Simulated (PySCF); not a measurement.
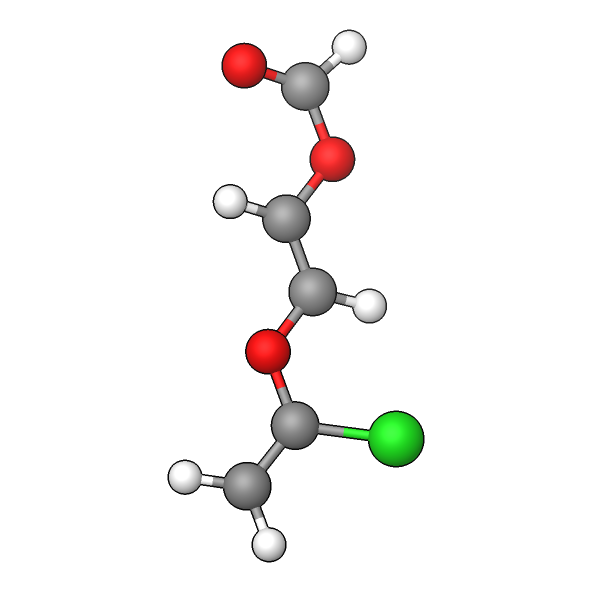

Ball-and-stick drawing of a structure. Every bond is drawn as one stick, whatever its order. Colours: carbon grey, chlorine green, oxygen red, hydrogen white.

The computed structure is the end point of a GFN2-xTB optimisation. No frequency run is at hand to confirm it as a minimum.

Which formula does it have?

C5H5ClO3, 14 atoms: 5 carbon, 5 hydrogen, 1 chlorine and 3 oxygen.

Does it have rings?

It has no ring.

What is the point group of this geometry?

C1.

Write the SMILES.

C=C(Cl)O/C=C/OC=O

Name functional groups in it.

Among them: ether, ester, alkene, C–Cl bond.

More results for the same structure follow; atom numbers are the same in all pictures, views and colours differ.

## Shape

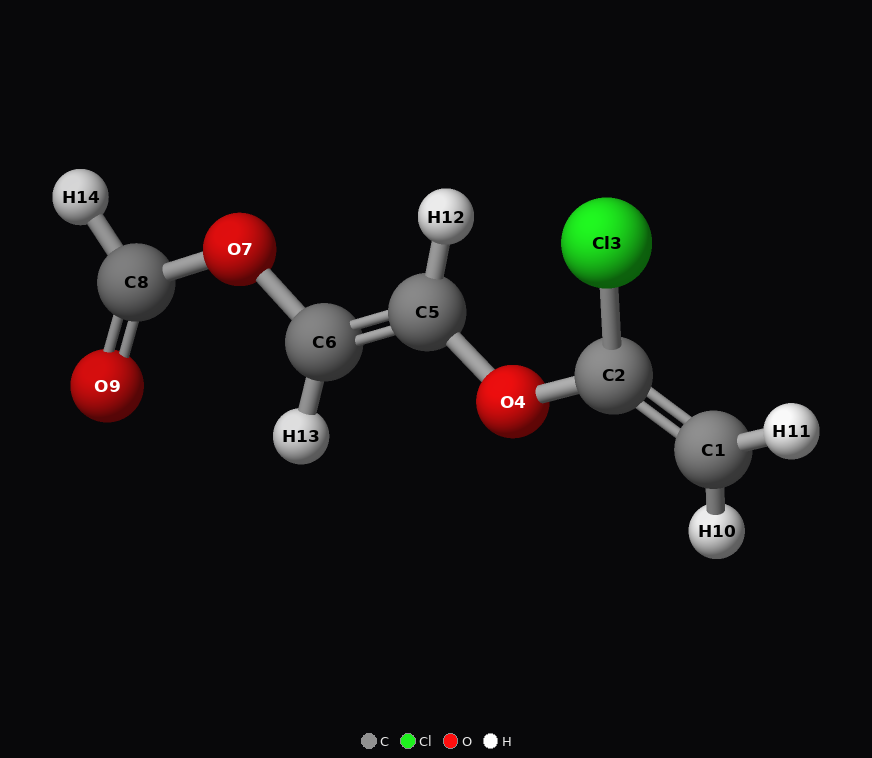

Atoms carry their numbers in the input. No frequency run is at hand to confirm it as a minimum.

How are the neighbours of atom 4 arranged?

O4 has 2 neighbours (C2 at 1.35, C5 at 1.36 Å); the arrangement is bent.

Describe the coordination of atom 5.

C5 has 3 neighbours (O4 at 1.36, C6 at 1.33, H12 at 1.08 Å); the arrangement is trigonal planar.

How are the neighbours of atom 7 arranged?

O7 has 2 neighbours (C6 at 1.38, C8 at 1.33 Å); the arrangement is bent.

How are the neighbours of atom 2 arranged?

C2 has 3 neighbours (C1 at 1.32, Cl3 at 1.74, O4 at 1.35 Å); the arrangement is trigonal planar.

What is the dihedral angle C2–O4–C5–C6?

175° in size, that is anti.

## Excitation

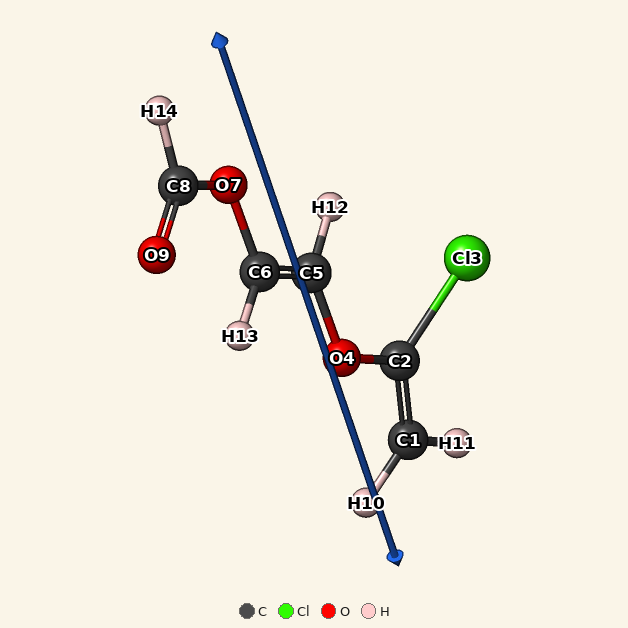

The double arrow shows the direction of the transition dipole to excited singlet state 4 (its length means nothing). No frequency run is at hand to confirm it as a minimum. Properties computed with TDDFT PBE0/def2-SVPD, vertical, gas phase, core orbitals frozen in the response (PySCF 2.14.0).

Where does the transition lie, and how strong is it?

6.01 eV (206 nm), oscillator strength 0.075, mainly HOMO → LUMO+1 (weight 0.51); transition dipole 1.82 D.

## NMR shielding

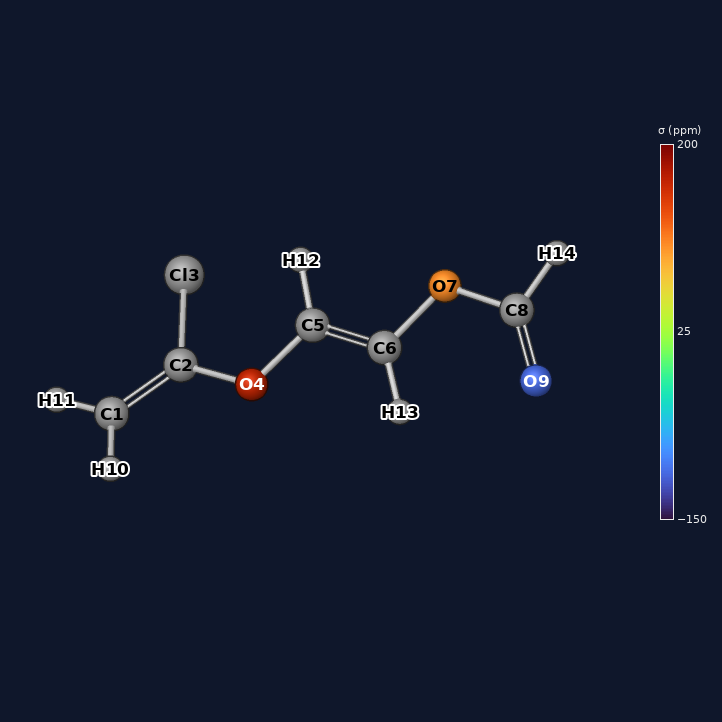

Atoms are coloured by their isotropic NMR shieldings (O only, the others grey). No frequency run is at hand to confirm it as a minimum. Method: GIAO PBE0/pcSseg-1 NMR shielding, non-relativistic, gas phase (PySCF 2.14.0).

List the isotropic NMR shieldings of the O atoms.

```
atom  σ (ppm)
  O4    164.2
  O7    105.8
  O9   −107.5
```

## Quadrupole coupling

No frequency run is at hand to confirm it as a minimum. Electric field gradients from the ground-state density, PBE0/pcSseg-1 (PySCF 2.14.0), non-relativistic apart from any core potentials.

Give the largest field-gradient component, the quadrupole coupling constant and the asymmetry for 35Cl at Cl3 (Q = −81.7 mb), 17O at O4 (Q = −25.6 mb), 17O at O7 (Q = −25.6 mb), 17O at O9 (Q = −25.6 mb), 2H at H10 (Q = 2.86 mb), 2H at H11 (Q = 2.86 mb), 2H at H12 (Q = 2.86 mb), 2H at H13 (Q = 2.86 mb).

| atom | V_zz (a.u.) | e²qQ/h (MHz) | η |
| --- | --- | --- | --- |
| Cl3 | 3.916 | −75.2 | 0.07 |
| O4 | 1.901 | −11.43 | 0.53 |
| O7 | 1.656 | −9.96 | 0.20 |
| O9 | −1.597 | 9.60 | 0.29 |
| H10 | 0.344 | 0.231 | 0.07 |
| H11 | 0.346 | 0.232 | 0.08 |
| H12 | 0.310 | 0.208 | 0.14 |
| H13 | 0.314 | 0.211 | 0.11 |
